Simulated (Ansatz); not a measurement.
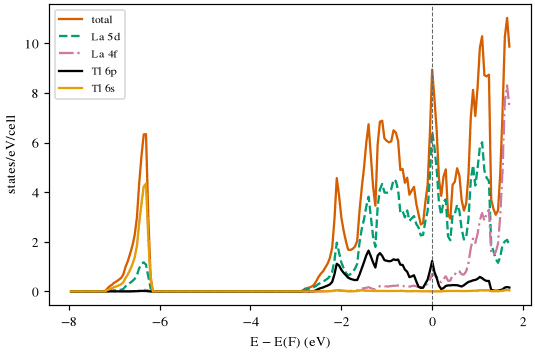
Total and projected density of states of La₃Tl (Cu3Au type, Pm-3m), the program Ansatz at the r²SCAN level (PAW)

Q: Which orbitals carry the states next to the Fermi level?

A: Within 0.5 eV of the Fermi level: La 5d 75 %, Tl 6p 9 %, La 4f 9 %. Projections are on Löwdin-orthogonalised atomic valence shells; empty p or d shells of many metals are not among them.

Q: Where is the tallest occupied peak in this window, and what makes it?

A: Near -1.1 eV, about 6.9 states/eV per cell; the largest projected share is La 5d.

The workflow started from an entry of the Crystallography Open Database (COD). Its standing as an ambient phase is unchecked. Symmetry was held in the r²SCAN relaxation; whether a distortion lowers the energy is not shown. Spin–orbit coupling is left out wherever it is not named.

Potentials: the later of the program's two PAW sets.
